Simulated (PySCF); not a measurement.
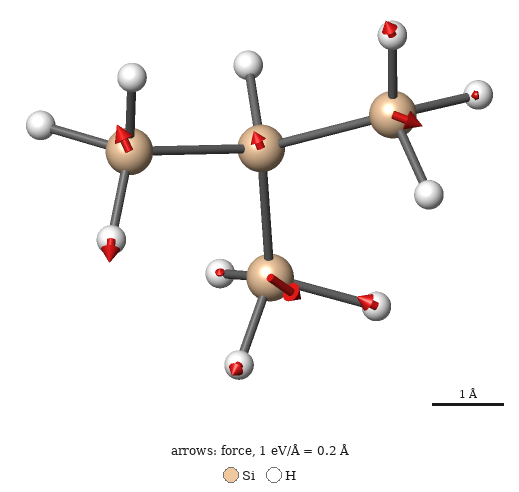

Starting geometry of Si4H10 with the computed forces as red arrows. Style: ball-and-stick. Shown from a free direction.

The start comes from GFN2-xTB. Its atoms were then displaced at random by about 0.03 Å.

These are results of PySCF 2.14.0, density-fitted response routines, PBE0-D3(BJ)/def2-SVP geometry optimisation, gas phase, not measurements. 

Is this structure relaxed? If not, where do the atoms go?

It isn't relaxed: the largest force vector, on a Si atom, is 3.74 eV/Å. The final displacements have little in common with the starting forces (cosine between the two patterns 0.13). Over 12 geometry steps the energy falls by 16.1 kcal/mol. The atom that moves furthest after the best rigid fit is an H atom (0.68 Å). Largest moves by element: H 0.68 Å, Si 0.18 Å. Among the contacts that change: H–Si 1.630 → 1.496 Å, Si–Si 2.219 → 2.344 Å, Si–Si 2.261 → 2.345 Å, H–Si 1.411 → 1.496 Å. Among the angles between lasting bonds that change: Si–Si–H 117.8° → 108.6°, H–Si–H 100.4° → 108.7°, Si–Si–H 119.1° → 111.0°. Groups turn about Si–Si by about 25°, Si–Si by about 25°.
